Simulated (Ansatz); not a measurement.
# BClH₄O₂: a short trajectory

The task is to watch the atoms for 30 steps of 0.5 fs, started with velocities for 700 K and run at constant energy, and see to which side of the barrier the system falls.

Computed with Ansatz 0.2.0, Gaussian basis. Level: PBE0-D4/def2-SVP.

1 further run of the same task is left out (it didn't finish).

## (1) Where the work starts

The start, a first-order saddle point found at PBE0-D4 in triple zeta: 8 atoms, charge 0, spin multiplicity 1.

Atoms are counted from 1 here; the program's logs count them from 0.

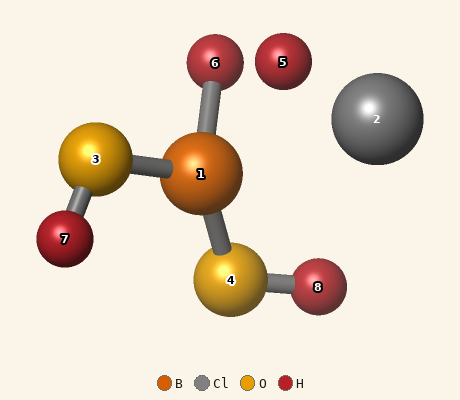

As it starts; boron orange, chlorine grey, oxygen amber, hydrogen red; atoms are numbered from 1 in the order of the file.

Geometry (Å):

```xyz
8
BClH4O2
B    -0.11730    0.00230   -0.21533
Cl    1.50702   -0.18261    1.32109
O     0.36675    0.39432   -1.41520
O    -1.17901    0.57132    0.41483
H     0.57320   -1.14792    0.37043
H    -0.12852   -1.35445   -0.24586
H     0.20834    1.32683   -1.58576
H    -1.23048    0.39020    1.35569
```

## (2) Dynamics

The input, md/in.yaml:

```yaml
crystal:
  periodic: [false, false, false]
  atoms:
    - {symbol: B, position_ang: [-0.117300, 0.002302, -0.215327]}
    - {symbol: Cl, position_ang: [1.507023, -0.182611, 1.321094]}
    - {symbol: O, position_ang: [0.366749, 0.394322, -1.415201]}
    - {symbol: O, position_ang: [-1.179009, 0.571323, 0.414834]}
    - {symbol: H, position_ang: [0.573202, -1.147923, 0.370432]}
    - {symbol: H, position_ang: [-0.128523, -1.354450, -0.245861]}
    - {symbol: H, position_ang: [0.208339, 1.326835, -1.585762]}
    - {symbol: H, position_ang: [-1.230482, 0.390202, 1.355691]}
basis:
  gaussian: {orbitals: def2-SVP}
hamiltonian: {xc: pbe0, dispersion: d4}
md: {n_steps: 30, timestep: 0.5, temperature: 700, ensemble: nve, seed: 183, initial_velocities: maxwell_boltzmann}
```

Run with:

```bash
ansatz run in.yaml --threads 2 --pin off --events-out ev --progress --plain --max-ram 4352MiB
```

Before running it: what results should come out? Wanted: temperature at the start; mean temperature, second half; lowest and highest potential energy, from the first frame; largest change of potential + kinetic.

**Answer**, as computed:

| quantity | value |
| --- | --- |
| length | 30 steps, 15.0 fs |
| temperature at the start | 700 K |
| mean temperature, second half | 611 K |
| lowest and highest potential energy, from the first frame | -7 and 186 meV |
| largest change of potential + kinetic | 2.9 meV |

What this shows: By the last frame it has moved towards the side where B1–H6, Cl2–H5 form. With no thermostat the total energy should stay fixed; it holds within 2.9 meV, small beside the kinetic energy, so the time step serves. The temperature runs between 464 and 713 K.
